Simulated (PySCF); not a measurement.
# doublet [B2O2]− at 6 levels

Aim: a comparison of 6 runs (UB3LYP/6-31G*, U-wB97X/aug-cc-pVDZ, UB3LYP/aug-cc-pVDZ, UCAM-B3LYP/aug-cc-pVDZ, UM06-2X/aug-cc-pVDZ, USCS-MP2/aug-cc-pVDZ) of doublet [B2O2]−. 

Program for the calculation: PySCF 2.14.0.

4 further runs of the same task are left out: 1 that didn't finish, 3 set aside as unsound or not needed.

### 1 The structure to begin with

The species is [B2O2]− (4 atoms), meant as a doublet with charge -1. SMILES of the parent species: `O=BB=O`. The coordinates come from a PBE0-D4/def2-TZVP relaxation. That shape belongs to the parent species and isn't relaxed for this state.

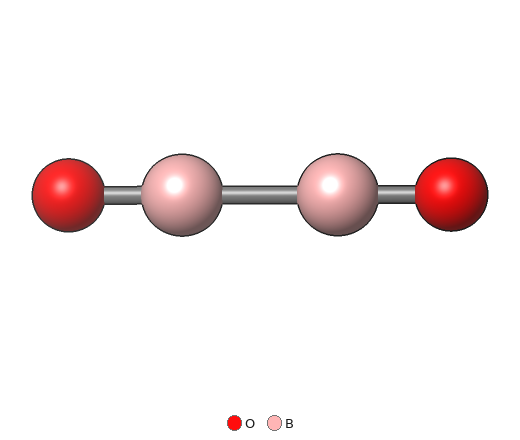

The structure, seen from a chosen angle (oxygen red, boron pink).

### 2 A single-point energy at UB3LYP/6-31G(d) (spherical functions) (run 1)

Input file job.py:

```python
from pyscf import gto, dft

system = gto.M(
    atom='''
O       -0.743090       0.459760       1.817650
B       -0.302300       0.187070       0.739120
B        0.302150      -0.186920      -0.739220
O        0.743230      -0.459920      -1.817550
''',
    basis='6-31g*',
    verbose=3,
    spin=1,
    max_memory=1860,
    charge=-1,
)

mf = dft.UKS(system)
mf.xc = 'b3lyp'
mf.grids.level = 5
mf.conv_tol = 1e-10
mf.kernel()
if not mf.converged:
    mf = mf.newton().run(mf.mo_coeff, mf.mo_occ)

energy = mf.e_tot
print('E(%s) = %.9f' % ('B3LYP', energy))
```

Run with:

```bash
OMP_NUM_THREADS=1 python job.py
```

The program printed:

```text
WARN: HOMO -0.124029640685935 >= LUMO -0.124029640685936

converged SCF energy = -200.216207756199  <S^2> = 0.75135689  2S+1 = 2.0013564
E(B3LYP) = -200.216207756
```

Run time: 12 s. Hardware: 1 thread of Arm Neoverse V1, shared host; peak memory 0.3 GiB.

### 3 A single-point energy at U-wB97X/aug-cc-pVDZ (run 2)

Input file input.xyz:

```xyz
4

O     -0.743090     0.459760     1.817650
B     -0.302300     0.187070     0.739120
B      0.302150    -0.186920    -0.739220
O      0.743230    -0.459920    -1.817550
```

Input file run.py:

```python
from pyscf import gto, dft

mol = gto.M(
    atom='input.xyz',
    charge=-1,
    spin=1,
    basis='aug-cc-pvdz',
    max_memory=1860,
    verbose=3,
)

ks = dft.UKS(mol, xc='wb97x')
ks.grids.level = 5
ks.conv_tol = 1e-10
ks.kernel()
if not ks.converged:
    ks = ks.newton().run(ks.mo_coeff, ks.mo_occ)

etot = ks.e_tot
print('E(%s) = %.9f' % ('WB97X', etot))
```

Run with:

```bash
OMP_NUM_THREADS=1 python run.py
```

The program printed:

```text
converged SCF energy = -200.210161857993  <S^2> = 0.75342778  2S+1 = 2.0034248
E(WB97X) = -200.210161858
```

It took 31 s on 1 thread of Arm Neoverse V1, shared host; peak memory 0.47 GiB.

Runs 3 to 5 aren't shown in full; the table further down has their settings and results.

### 4 The energy at USCS-MP2/aug-cc-pVDZ (run 6)

Input file calc.py:

```python
from pyscf import gto, mp

mol = gto.M(
    atom=[
    ('O', (-0.743090, 0.459760, 1.817650)),
    ('B', (-0.302300, 0.187070, 0.739120)),
    ('B', (0.302150, -0.186920, -0.739220)),
    ('O', (0.743230, -0.459920, -1.817550)),
],
    max_memory=1860,
    spin=1,
    verbose=3,
    charge=-1,
    basis='aug-cc-pvdz',
)

mf = mol.UHF()
mf.conv_tol = 1e-10
mf.kernel()
if not mf.converged:
    mf = mf.newton().run(mf.mo_coeff, mf.mo_occ)

pt = mp.MP2(mf, frozen=4).run()
e_tot = mf.e_tot + 1.2 * pt.e_corr_os + pt.e_corr_ss / 3
print('E = %.10f Eh' % e_tot)
```

Run with:

```bash
OMP_NUM_THREADS=1 python calc.py
```

The program printed:

```text
converged SCF energy = -199.199998778055  <S^2> = 0.7607991  2S+1 = 2.0107701
E(UMP2) = -199.739553047395  E_corr = -0.539554269340004
E(SCS-UMP2) = -199.718973096473  E_corr = -0.518974318418228
E = -199.7189730965 Eh
```

Run time: 3.6 s. Hardware: 1 thread of Arm Neoverse V1, shared host; peak memory 0.22 GiB.

### 5 Overview of the runs

```tsv
run	level	integration grid	frozen core orbitals	energy (Eh)	HOMO energy (eV)	LUMO energy (eV)	⟨S²⟩	wall time
1	UB3LYP/6-31G* (spherical functions)	5	–	-200.216208	3.26	5.02	0.751	12 s
2	U-wB97X/aug-cc-pVDZ	5	–	-200.210162	-0.15	3.96	0.753	31 s
3	UB3LYP/aug-cc-pVDZ	5	–	-200.280786	1.72	3.12	0.752	23 s
4	UCAM-B3LYP/aug-cc-pVDZ	5	–	-200.191985	0.63	3.47	0.753	32 s
5	UM06-2X/aug-cc-pVDZ	5	–	-200.201033	1.01	3.18	0.754	57 s
6	USCS-MP2/aug-cc-pVDZ	–	4	-199.718973	-0.37	3.86	0.761	3.6 s
```

### 6 Summary of results

| quantity | value |
| --- | --- |
| run 6: total energy | -199.71897 Eh |
| run 6: HOMO energy (Hartree–Fock orbitals) (highest over α and β) | -0.37 eV |
| run 6: LUMO energy (Hartree–Fock orbitals) (lowest over α and β) | 3.86 eV |
| run 6: correlation energy (4 core orbitals frozen) | -519.0 mEh |
| run 6: ⟨S²⟩ of the reference determinant | 0.761 |

**Reading.** Totals of different functionals can't be ranked against each other. In runs 1, 3, 4, 5 the HOMO lies above zero, so the outermost electron may be held by the basis alone. All runs together took 2.7 min, the longest 57 s.
